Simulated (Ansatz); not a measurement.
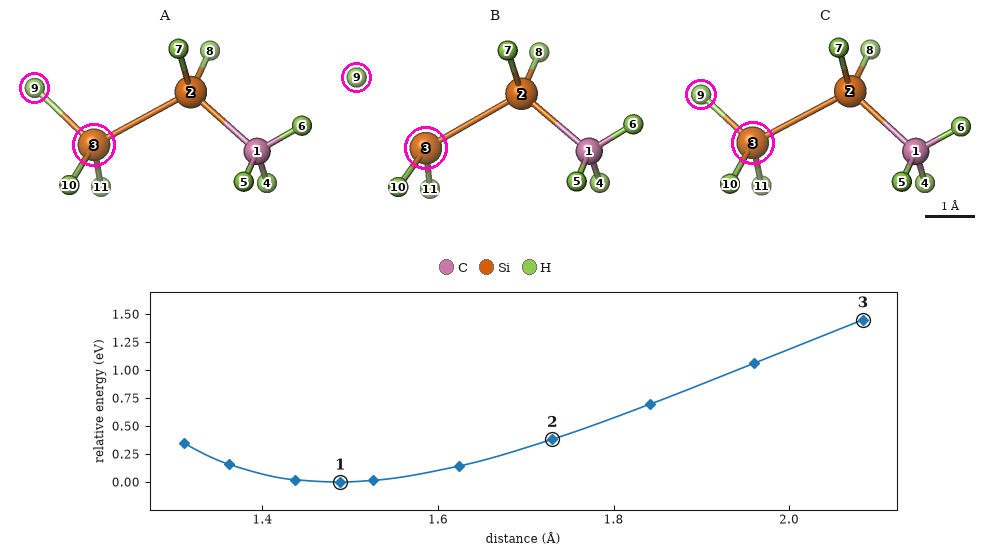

A scan of CH8Si2: the Si3–H9 distance is varied, with all other coordinates relaxed. The frames are shuffled; the numbered points of the plot belong to them. A ball-and-stick model, seen at a tilt. The ringed atoms are those of the scanned coordinate.

Single-point energies from Ansatz with CCSD(T) in the def2-TZVPP basis, on geometries relaxed under the constraint at PBE0-D4/def2-TZVP. Coupled cluster with a frozen core. Energies are counted from the PBE0-D4/def2-TZVP minimum geometry at the same level.

Question: Match the frames to the points.

Answer: Point 1 is frame C (the distance 1.488 Å, 0.000 eV); 2 is frame A (the distance 1.730 Å, 0.382 eV); 3 is frame B (the distance 2.084 Å, 1.449 eV). The lowest computed point lies at the distance 1.488 Å (0.000 eV). At the ends of the scan the energy is 0.351 eV (1.310 Å) and 1.449 eV (2.084 Å). The curvature at the lowest point is about 18 eV/Å² (2.9 mdyn/Å). The well is steeper on the short side, as for any bond.
